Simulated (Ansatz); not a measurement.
Base system: TiSi2 (space group Cmcm, No. 63; a = 3.5149 Å, b = 13.3480 Å, c = 3.5571 Å).

Structures relaxed with PBEsol in Ansatz (plane waves to 420 eV, PAW, spin-orbit coupling left out).

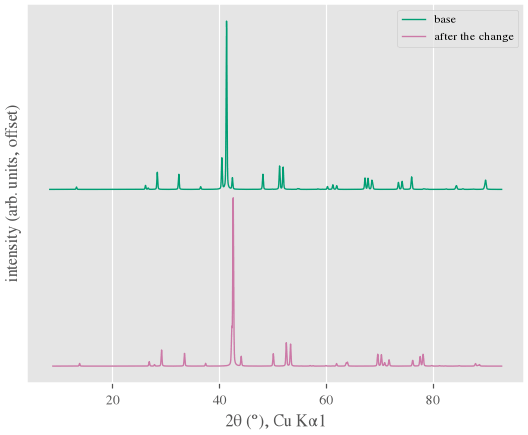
Simulated powder patterns before (top) and after one change

Which change produced these results?
A) pressure 7 GPa
B) pressure 15 GPa
C) pressure 75 GPa
D) pressure 3 GPa

B, pressure 15 GPa. Its volume per atom is 12.71 Å³ against 13.91 Å³, and its space group is Cmcm (No. 63).

Load acts through the strain it causes; cell and atoms are relaxed under it. No phonon test of stability was made. Competing high-pressure phases were not computed. The final runs are not spin-polarised.

Ansatz is an electronic-structure program.
